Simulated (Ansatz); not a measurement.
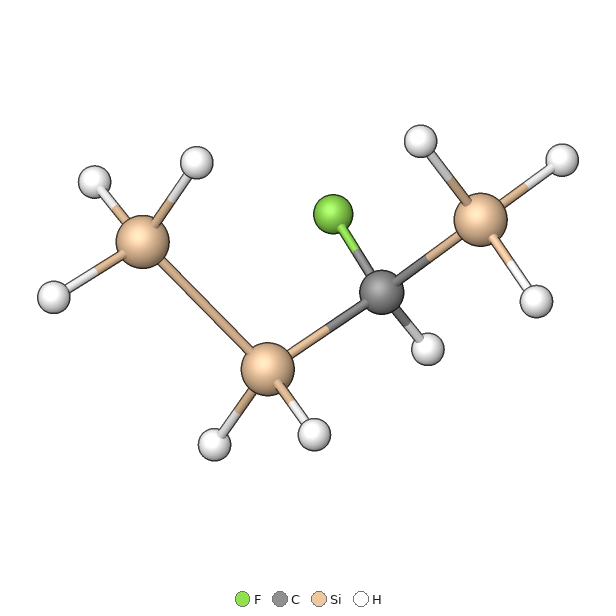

(Drawn from a calculation with Ansatz.)

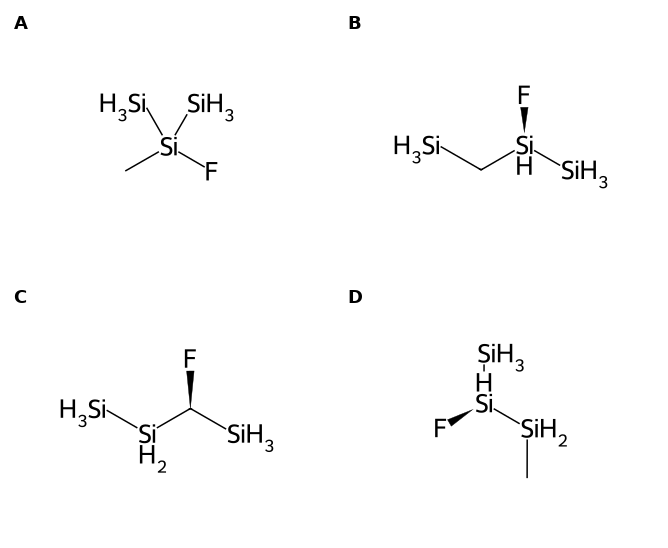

Question: Which structural formula matches the 3D model?

Answer: C, `F[C@@H]([SiH3])[SiH2][SiH3]`.
